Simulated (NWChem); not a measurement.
# CH2F3Si (SMILES [CH2][Si](F)(F)F): levels of theory compared

Wanted: a comparison of 6 runs (UHF/def2-SVP, UB3LYP/6-31G*, UB3LYP/def2-SVP, UM06-2X/def2-SVP, UPBE0/def2-SVP, UMP2/def2-SVP) of CH2F3Si. 

Program for the calculation: NWChem 7.3.0.

2 further runs of the same task are left out: 2 set aside as unsound or not needed.

### Step 1. Starting point

The species is CH2F3Si (7 atoms), meant as a doublet with charge 0. As SMILES, `[CH2][Si](F)(F)F`. Geometry: relaxed at PBE0-D4/def2-TZVP.

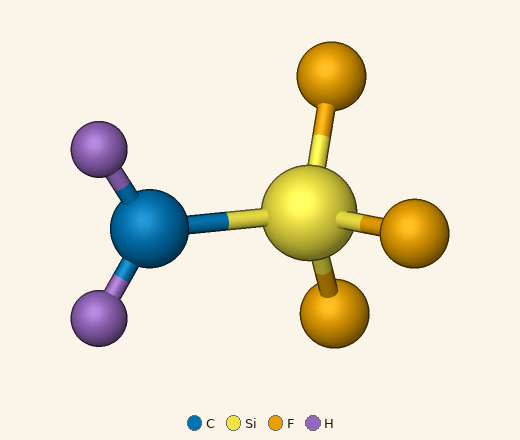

Viewed from a chosen angle; carbon blue, silicon yellow, fluorine amber, hydrogen purple.

### Step 2. Energy and gradient at UHF/def2-SVP (run 1)

Input file run.py:

```python
from ase import Atoms
from ase.calculators.nwchem import NWChem

mol = Atoms('CSiFFFHH', positions=[
    [-0.691800, 0.401700, 0.763500],
    [0.442900, -0.260900, -0.483500],
    [0.009400, 0.178500, -1.934200],
    [0.495400, -1.838000, -0.481100],
    [1.916900, 0.241300, -0.236600],
    [-1.731100, 0.616200, 0.542200],
    [-0.380400, 0.593100, 1.784100],
])

calc = NWChem(
    label='test',
    theory='scf',
    memory='2200 mb',
    basis='def2-SVP',
    basispar='spherical bse',
    scf={'nopen': '1', 'uhf': None, 'thresh': '1e-08', 'maxiter': '80'},
)
mol.calc = calc

forces = mol.get_forces()
e = mol.get_potential_energy()
print(f"E = {e:.6f} eV")
print("forces (eV/A):")
for s, f in zip(mol.symbols, forces):
    print(f"{s:2s} {f[0]:10.5f} {f[1]:10.5f} {f[2]:10.5f}")
```

The run is started by

```sh
export ASE_NWCHEM_COMMAND="nwchem PREFIX.nwi > PREFIX.nwo"
python run.py
```

The log of the run:

```text
E = -17036.578510 eV
forces (eV/A):
C    -0.15211    0.09055    0.16794
Si   -0.20193    0.09739    0.22343
F    -0.08315    0.09986   -0.40577
F     0.04206   -0.41292   -0.03157
F     0.40875    0.11596    0.03178
H    -0.00776    0.00437    0.00602
H    -0.00586    0.00473    0.00812
```

The calculator wrote test.nwi:

```
title "test"

permanent_dir test

scratch_dir test

start test

geometry units angstrom nocenter noautosym noautoz
  C  -6.9179999999999997e-01 4.0170000000000000e-01 7.6349999999999996e-01
  Si 4.4290000000000002e-01 -2.6090000000000002e-01 -4.8349999999999999e-01
  F  9.4000000000000004e-03 1.7849999999999999e-01 -1.9341999999999999e+00
  F  4.9540000000000001e-01 -1.8380000000000001e+00 -4.8110000000000003e-01
  F  1.9169000000000000e+00 2.4129999999999999e-01 -2.3660000000000000e-01
  H  -1.7311000000000001e+00 6.1619999999999997e-01 5.4220000000000002e-01
  H  -3.8040000000000002e-01 5.9309999999999996e-01 1.7841000000000000e+00
end

memory 2200 mb

basis spherical bse noprint
   * library def2-SVP
end

scf
  nopen 1
  uhf
  thresh 1e-08
  maxiter 80
end

task scf gradient
```

test.nwo:

```text
Northwest Computational Chemistry Package (NWChem) 7.3.0
             --------------------------------------------------------

           Job information
           ---------------

    nwchem branch   = 7.3.0
    use scalapack   = T
    input           = test.nwi
    prefix          = test.
    data base       = test/test.db
    status          = startup
    nproc           =        1

           Memory information
           ------------------

[... 5 lines left out ...]
    hardfail = no
[... 129 lines left out ...]
 1-e energy   =   -1372.333733
[... 9 lines left out ...]
 Convergence threshold     :          1.000E-08
[... 17 lines left out ...]
      One electron energy =  -1374.157120833559
[... 9 lines left out ...]
          Final alpha eigenvalues
[... 259 lines left out ...]
                     UHF Final Beta Molecular Orbital Analysis
[... 278 lines left out ...]
                 ----------------------------------------
                 |  Time  |  1-e(secs)   |  2-e(secs)   |
                 ----------------------------------------
                 |  CPU   |       0.00   |       1.44   |
                 ----------------------------------------
                 |  WALL  |       0.00   |       1.44   |
                 ----------------------------------------

 Task  times  cpu:        9.2s     wall:        9.2s
 Total times  cpu:        9.2s     wall:        9.2s
```

It took 11 s on 1 thread of Intel Xeon 6975P-C (Granite Rapids), shared host; peak memory 0.1 GiB.

### Step 3. Energy and gradient at UB3LYP/6-31G(d) (spherical functions) (run 2)

Input file calc.nw:

```
start calc
memory total 2200 mb
charge 0

geometry noautosym nocenter noautoz
  C     -0.691800     0.401700     0.763500
  Si     0.442900    -0.260900    -0.483500
  F      0.009400     0.178500    -1.934200
  F      0.495400    -1.838000    -0.481100
  F      1.916900     0.241300    -0.236600
  H     -1.731100     0.616200     0.542200
  H     -0.380400     0.593100     1.784100
end

basis spherical bse
  C library 6-31G*
  Si library 6-31G*
  F library 6-31G*
  H library 6-31G*
end

dft
  xc b3lyp
  mult 2
  grid xfine
  convergence energy 1e-08
  iterations 100
  mulliken
  noprint "final vectors analysis"
end

task dft gradient
```

The run is started by

```sh
nwchem calc.nw > calc.out
```

The log of the run:

```text
[...]
          Wavefunction type:  spin polarized.
          No. of atoms     :     7
          No. of electrons :    49
[...]
          Charge           :     0
          Spin multiplicity:     2
[...]
          AO basis - number of functions:    78
[...]
              XC Information
              --------------
                         B3LYP Method XC Potential
                     Hartree-Fock (Exact) Exchange  0.200
                        Slater Exchange Functional  0.800 local
                    Becke 1988 Exchange Functional  0.720 non-local
              Lee-Yang-Parr Correlation Functional  0.810
                  VWN I RPA Correlation Functional  0.190 local
[...]
 d= 0,ls=0.0,diis     1   -628.3577358439 -8.81D+02  8.36D-03  2.38D-01     2.7
[...]
 d= 0,ls=0.0,diis    11   -628.4583866755 -2.91D-09  1.42D-07  2.74D-10    29.9
[...]
         Total DFT energy =     -628.458386675480
      One electron energy =    -1375.496978487058
           Coulomb energy =      552.868571680733
    Exchange-Corr. energy =      -58.733387501440
 Nuclear repulsion energy =      252.903407632285
[...]
      Total Density - Mulliken Population Analysis
     ---------------------------------------------
    Atom       Charge   Shell Charges
 -----------   ------   -------------------------------------------------------
    1 C    6     6.52   2.00  0.69  2.00  0.69  1.12  0.02
    2 Si  14    12.75   2.00  1.99  5.96  0.76  1.34 -0.01  0.25  0.46
    3 F    9     9.38   2.00  0.93  3.33  1.02  2.09  0.01
    4 F    9     9.37   2.00  0.93  3.33  1.02  2.09  0.01
    5 F    9     9.38   2.00  0.93  3.33  1.02  2.09  0.01
    6 H    1     0.80   0.52  0.29
    7 H    1     0.80   0.52  0.29
[...]
      <S2> =      0.7531 (Exact =     0.7500)
[...]
  wavefunction    = open shell
[...]
```

It took 36 s on 1 thread of Intel Xeon 6975P-C (Granite Rapids), shared host; peak memory 0.13 GiB.

### Step 4. Energy and forces at UB3LYP/def2-SVP (run 3)

Input file ch2f3si.nw:

```
echo
start ch2f3si
memory 2200 mb

geometry units angstroms noautosym nocenter noautoz
  C     -0.691800     0.401700     0.763500
  Si     0.442900    -0.260900    -0.483500
  F      0.009400     0.178500    -1.934200
  F      0.495400    -1.838000    -0.481100
  F      1.916900     0.241300    -0.236600
  H     -1.731100     0.616200     0.542200
  H     -0.380400     0.593100     1.784100
end

basis spherical bse
  C library def2-SVP
  Si library def2-SVP
  F library def2-SVP
  H library def2-SVP
end

dft
  xc b3lyp
  mult 2
  grid xfine
  convergence energy 1e-08
  iterations 100
  mulliken
  print medium
end

task dft gradient
```

The run is started by

```sh
nwchem ch2f3si.nw > ch2f3si.out
```

The log of the run:

```text
[...]
          Wavefunction type:  spin polarized.
          No. of atoms     :     7
          No. of electrons :    49
[...]
          Charge           :     0
          Spin multiplicity:     2
[...]
          AO basis - number of functions:    84
[...]
              XC Information
              --------------
                         B3LYP Method XC Potential
                     Hartree-Fock (Exact) Exchange  0.200
                        Slater Exchange Functional  0.800 local
                    Becke 1988 Exchange Functional  0.720 non-local
              Lee-Yang-Parr Correlation Functional  0.810
                  VWN I RPA Correlation Functional  0.190 local
[...]
 d= 0,ls=0.0,diis     1   -628.0225266990 -8.81D+02  8.49D-03  2.34D-01     2.7
[...]
 d= 0,ls=0.0,diis    11   -628.1231977198 -2.88D-09  5.10D-08  4.35D-11    29.0
[...]
         Total DFT energy =     -628.123197719844
      One electron energy =    -1374.703064966902
           Coulomb energy =      552.347395043852
    Exchange-Corr. energy =      -58.670935429079
 Nuclear repulsion energy =      252.903407632285
[...]
      Total Density - Mulliken Population Analysis
     ---------------------------------------------
    Atom       Charge   Shell Charges
 -----------   ------   -------------------------------------------------------
    1 C    6     6.29   1.99  0.93  0.35  2.01  1.01  0.01
    2 Si  14    12.96   2.00  1.98  0.87 -0.04  5.93  1.15  0.46  0.62
    3 F    9     9.31   1.99  1.13  0.78  3.37  2.04  0.01
    4 F    9     9.31   1.99  1.13  0.78  3.37  2.03  0.01
    5 F    9     9.31   1.99  1.13  0.78  3.37  2.03  0.01
    6 H    1     0.92   0.73  0.16  0.02
    7 H    1     0.92   0.73  0.16  0.02
[...]
      <S2> =      0.7529 (Exact =     0.7500)
[...]
  wavefunction    = open shell
[...]
```

It took 34 s on 1 thread of Intel Xeon 6975P-C (Granite Rapids), shared host; peak memory 0.14 GiB.

Runs 4 to 5 aren't shown in full; the table further down has their settings and results.

### Step 5. Energy and forces at UMP2/def2-SVP (run 6)

Input file ch2f3si.nw:

```
start ch2f3si
memory stack 880 mb heap 220 mb global 1100 mb

geometry units angstroms noautosym nocenter noautoz
  C    -0.691800    0.401700    0.763500
  Si    0.442900   -0.260900   -0.483500
  F     0.009400    0.178500   -1.934200
  F     0.495400   -1.838000   -0.481100
  F     1.916900    0.241300   -0.236600
  H    -1.731100    0.616200    0.542200
  H    -0.380400    0.593100    1.784100
end

basis spherical bse
  * library def2-SVP
end

scf
  doublet
  uhf
  thresh 1e-08
  maxiter 80
end

mp2
  freeze core 9
  tight
end

task mp2 gradient
```

The run is started by

```sh
nwchem ch2f3si.nw > ch2f3si.out
```

The log of the run:

```text
[...]
  functions       =    84
[...]
  wavefunction    = UHF
[...]
         Total SCF energy =   -626.082717524789
      One electron energy =  -1374.157120833665
      Two electron energy =    495.170995676591
 Nuclear repulsion energy =    252.903407632285
                       Sz =      0.5000
                 Sz(Sz+1) =      0.7500
                      S^2 =      0.7589
[...]
          Total MP2 energy          -626.834426870721
[...]
                         mp2 ENERGY GRADIENTS
    atom               coordinates                        gradient
                 x          y          z           x          y          z
   1 C      -1.307312   0.759103   1.442806    0.000016  -0.000371  -0.000034
   2 Si      0.836960  -0.493030  -0.913683    0.012697  -0.007003  -0.013970
   3 F       0.017763   0.337316  -3.655108    0.007728  -0.007638   0.023530
   4 F       0.936170  -3.473316  -0.909147   -0.000419   0.025795  -0.000530
   5 F       3.622416   0.455991  -0.447109   -0.023977  -0.008676  -0.004673
   6 H      -3.271305   1.164449   1.024609    0.005013  -0.001101   0.000629
   7 H      -0.718852   1.120796   3.371460   -0.001057  -0.001005  -0.004953
[...]
```

It took 23 s on 1 thread of Intel Xeon 6975P-C (Granite Rapids), shared host; peak memory 0.28 GiB.

### Step 6. The series

```
run                                level  iteration cap  module  energy (Eh)  dipole moment (D)  HOMO energy (eV)  LUMO energy (eV)  wall time
  1                         UHF/def2-SVP             80     scf  -626.082718               2.61            -11.95              1.60       11 s
  2  UB3LYP/6-31G* (spherical functions)            100     dft  -628.458387               2.32                 –                 –       36 s
  3                      UB3LYP/def2-SVP            100     dft  -628.123198               2.31             -7.70             -3.47       34 s
  4                     UM06-2X/def2-SVP            100     dft  -627.974763               2.40             -9.16             -2.12       51 s
  5                       UPBE0/def2-SVP            100     dft  -627.653849               2.37             -8.14             -3.07       34 s
  6                        UMP2/def2-SVP             80     mp2  -626.834427               2.31            -11.95              1.60       23 s
```

### Step 7. Summary of results

| quantity | value |
| --- | --- |
| run 6: total energy | -626.83443 Eh |
| run 6: dipole moment (of the density that the program reports) | 2.31 D |
| run 6: HOMO energy (Hartree–Fock orbitals) (highest over α and β) | -11.95 eV |
| run 6: LUMO energy (Hartree–Fock orbitals) (lowest over α and β) | 1.60 eV |
| run 6: correlation energy (9 core orbitals frozen) | -751.7 mEh |
| run 6: ⟨S²⟩ of the reference determinant | 0.759 |
| run 6: largest force on an atom | 1.333 eV/Å |

What this shows: The dipole moment (its size) runs from 2.31 D (UMP2/def2-SVP) to 2.61 D (UHF/def2-SVP). Totals of different functionals can't be ranked against each other. All runs together took 3.1 min, the longest 51 s.
